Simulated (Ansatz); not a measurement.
```yaml
crystal:
  periodic: [false, false, false]
  atoms:
    - {symbol: Cl, position_ang: [-1.976350, 0.034717, -0.544448]}
    - {symbol: Al, position_ang: [0.041719, 0.183670, -0.038608]}
    - {symbol: I, position_ang: [1.323787, -2.029629, 0.758041]}
    - {symbol: H, position_ang: [0.773663, 1.565844, -0.128661]}
basis:
  gaussian: {orbitals: def2-TZVPP}
correlation: {method: ccsd_t}
```

Geometry: moved along internal coordinates away from the minimum.

What structure does this define?

The molecule is AlClHI. Its SMILES string is `[Cl][AlH][I]`. All atoms lie on one plane. Coordination: 1 Al trigonal planar.

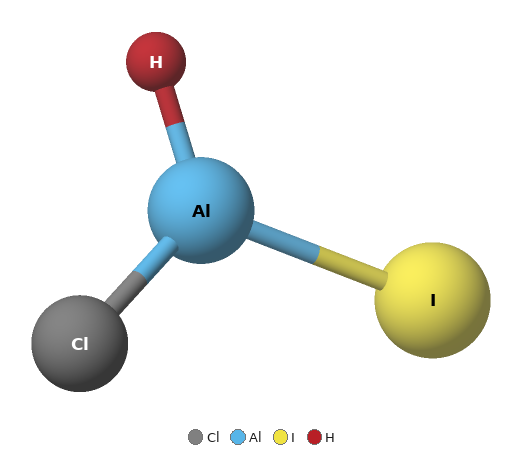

Source: calculation with Ansatz.
